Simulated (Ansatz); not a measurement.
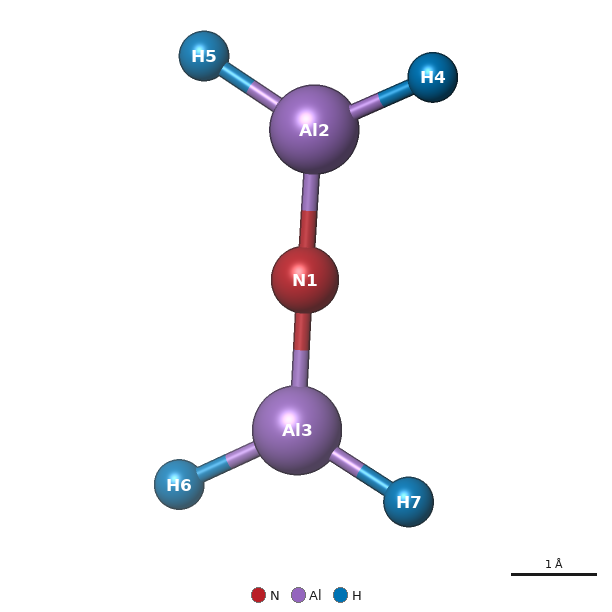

Orthographic view. Atoms fade into the background with distance from the viewer. The species is neutral and a spin doublet. The geometry was computed by an optimisation with PBE-D4/def2-SVP. No frequency run is at hand to confirm it as a minimum.

Give the distance matrix in Å.

| atom | N1 | Al2 | Al3 | H4 | H5 | H6 | H7 |
| --- | --- | --- | --- | --- | --- | --- | --- |
| N1 | 0.00 |  |  |  |  |  |  |
| Al2 | 1.79 | 0.00 |  |  |  |  |  |
| Al3 | 1.79 | 3.58 | 0.00 |  |  |  |  |
| H4 | 2.90 | 1.60 | 4.54 | 0.00 |  |  |  |
| H5 | 2.91 | 1.60 | 4.56 | 2.83 | 0.00 |  |  |
| H6 | 2.91 | 4.56 | 1.60 | 5.81 | 5.10 | 0.00 |  |
| H7 | 2.90 | 4.55 | 1.60 | 5.06 | 5.81 | 2.83 | 0.00 |
